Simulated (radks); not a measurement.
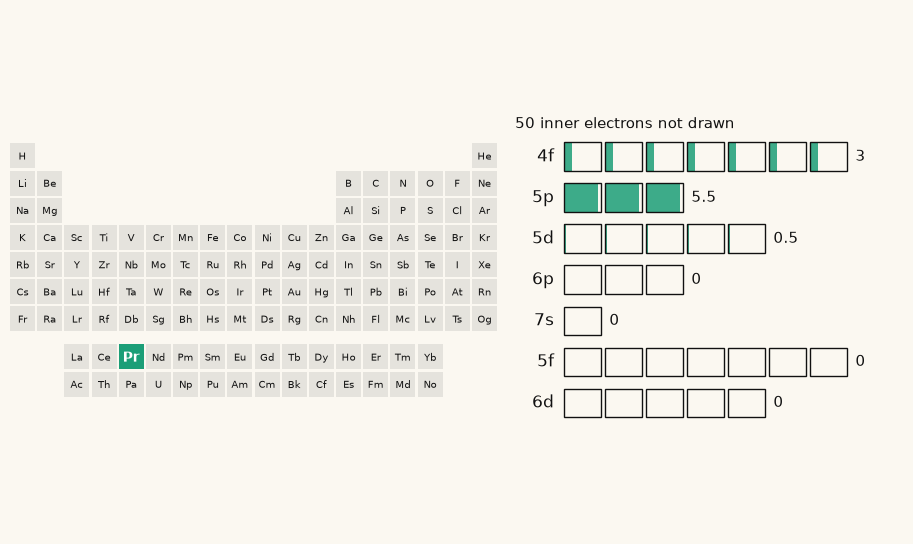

Left, the place of praseodymium in the periodic table; right, the outer shells as the input fills them: a box for each of the 2l + 1 orbitals, shaded by the share of the shell that is filled, with the electron count at the right.

**Atomic calculation, with input and output: Pr**

System: the neutral praseodymium atom in the configuration [Kr] 4d10 4f3 5s2 5p5.5 5d0.5 6s2 (4f5/2: 3, 5p1/2: 2, 5p3/2: 3.5, 5d3/2: 0.5).
Method: Dirac Kohn-Sham, AM05, spin-unpolarised, spherical densities, point nucleus (the in-house radial solver radks).

## Results in brief

```tsv
quantity	value
outcome	converged
total energy	−9235.8177 hartree
kinetic energy	9932.9659 hartree
electron–nucleus energy	−22542.0262 hartree
Hartree energy	3583.3191 hartree
exchange–correlation energy	−210.076478 hartree
radius at density 0.001 e/bohr³	5.42 bohr
SCF iterations	15
hardware	1 CPU thread, shared host
```

## Input file
```
Z 59
configuration [Kr] 4d10 4f3 5s2 5p5.5 6s2 5d0.5 6p0 7s0 5f0 6d0
relativity Dirac
functional am05,am05
spin unpolarised
j_filling energy
nucleus point
c 137.035999084
```

Energies in input and log are in hartree, lengths in bohr.

## Output
```
1s1/2   1   2.0000       -1533.97165935
2s1/2   1   2.0000        -246.74285883
2p1/2   1   2.0000        -233.25150633
2p3/2   1   4.0000        -215.55523686
3s1/2   1   2.0000         -53.24160677
3p1/2   1   2.0000         -47.50088481
3p3/2   1   4.0000         -43.99552494
3d3/2   1   4.0000         -33.96337577
3d5/2   1   6.0000         -33.20704802
4s1/2   1   2.0000         -10.59945581
4p1/2   1   2.0000          -8.45222175
4p3/2   1   4.0000          -7.69451947
4d3/2   1   4.0000          -4.16716761
4d5/2   1   6.0000          -4.03429324
4f5/2   1   3.0000          -0.09104906
4f7/2   1   0.0000          -0.07830700
5s1/2   1   2.0000          -1.46857669
5p1/2   1   2.0000          -0.89327034
5p3/2   1   3.5000          -0.78825712
6s1/2   1   2.0000          -0.13232910
5d3/2   1   0.5000          -0.09275509
5d5/2   1   0.0000          -0.08605083
6p1/2   1   0.0000          -0.05049893
6p3/2   1   0.0000          -0.04388401
7s1/2   1   0.0000          -0.00521998
5f5/2   1   0.0000           0.00023129
5f7/2   1   0.0000           0.00023129
6d3/2   1   0.0000           0.00013457
6d5/2   1   0.0000           0.00013457
Etot -9235.817699342326
Ekin 9932.965930989249
Encl -22542.026203004898
Eh 3583.31905046587
Exc -210.07647779254688
err 7.146505710712121e-10
it 15
```

## Orbitals

```csv
orbital,occupation,energy (eV),⟨r⟩ (bohr),outer maximum (bohr)
1s,2,−41741.5,0.02411,0.0154
2s,2,−6714.2,0.1026,0.0875
2p1/2,2,−6347.1,0.08608,0.0665
2p3/2,4,−5865.6,0.09239,0.0719
3s,2,−1448.8,0.2723,0.250
3p1/2,2,−1292.6,0.2619,0.236
3p3/2,4,−1197.2,0.2742,0.248
3d3/2,4,−924.191,0.2453,0.198
3d5/2,6,−903.610,0.2492,0.202
4s,2,−288.426,0.6228,0.579
4p1/2,2,−229.997,0.6405,0.588
4p3/2,4,−209.379,0.6687,0.613
4d3/2,4,−113.394,0.7220,0.631
4d5/2,6,−109.779,0.7321,0.640
5s,2,−39.962,1.503,1.35
5p1/2,2,−24.307,1.695,1.48
5p3/2,3.5,−21.450,1.784,1.55
6s,2,−3.601,4.385,3.77
5d3/2,0.5,−2.524,3.084,2.19
4f5/2,3,−2.478,1.158,0.690
5d5/2,0,−2.342,3.172,2.24
4f7/2,0,−2.131,1.180,0.696
6p1/2,0,−1.374,5.811,4.79
6p3/2,0,−1.194,6.135,5.04
```

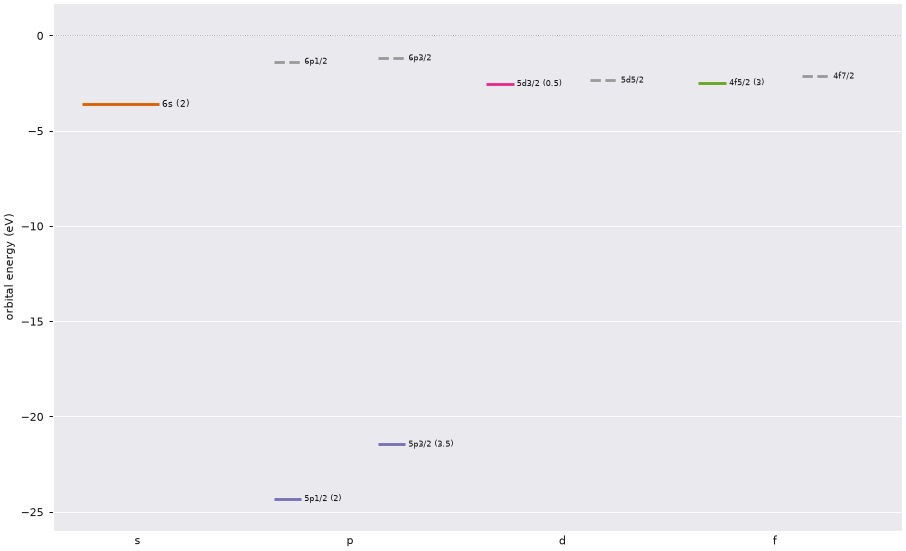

The outer levels are drawn by angular momentum (occupations in brackets, the lower j at the left of each column, empty levels dashed). The highest occupied level is 4f5/2 at −2.48 eV. From the top down the occupied levels run 4f5/2 (−2.48 eV), 5d3/2 (−2.52 eV), 6s (−3.60 eV), 5p3/2 (−21.4 eV), 5p1/2 (−24.3 eV). The lowest empty level drawn is 5d5/2 at −2.34 eV. Spin-orbit splittings: 6p 0.180 eV, 4f 0.347 eV, 5d 0.182 eV, 5p 2.86 eV. The open 5p shell lies under a filled one.

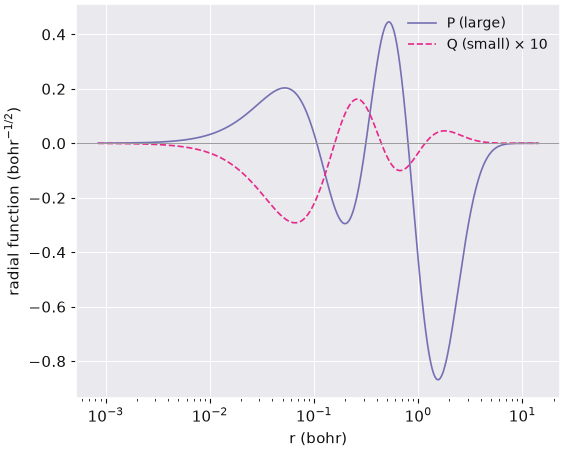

The large and small radial components of the 5p3/2 spinor. The spinor has κ = −2: the large component has l = 1 and 3 radial nodes (r = 0.107, 0.315 and 0.801 bohr), the small one has l = 2. The small component carries 0.015 % of the norm; ⟨r⟩ = 1.78 bohr and the eigenvalue is −21.4 eV.

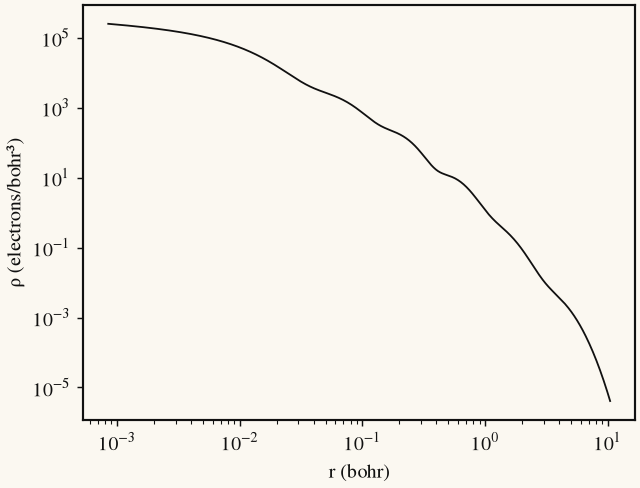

The electron density ρ(r) on a logarithmic scale. The density falls from 250000 electrons/bohr³ at the inner end (r = 0.00085 bohr) to 0.001 at r = 5.42 bohr, a common measure of the size of an atom or ion. The steps in the slope mark the shells; the radial density has its minima at 0.033, 0.14 and 0.42 bohr.
